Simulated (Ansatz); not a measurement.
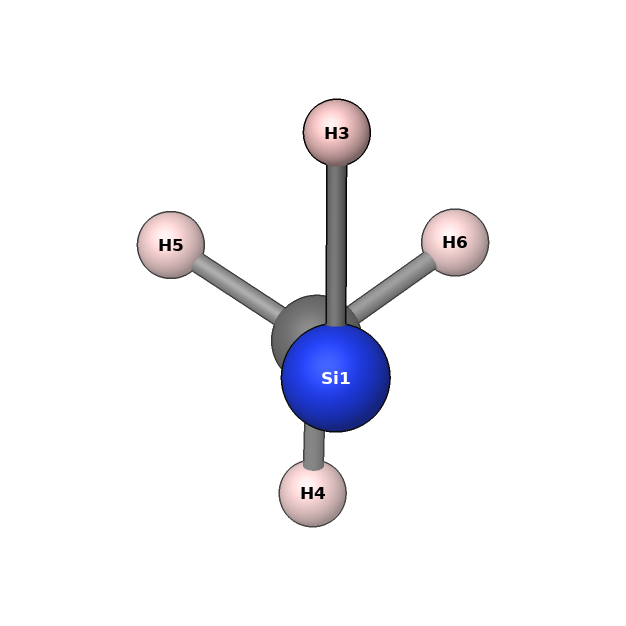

C2 lies behind Si1. The molecule seen nearly along the Si1–C2 bond, Si1 in front. Distant atoms are faded towards the background colour. The geometry was computed by an optimisation with PBE0-D4/def2-TZVP.

What is the torsion angle H3–Si1–C2–H4? The sign is positive where the front bond must turn clockwise to cover the back bond.

Answer. 180°, antiperiplanar (anti).
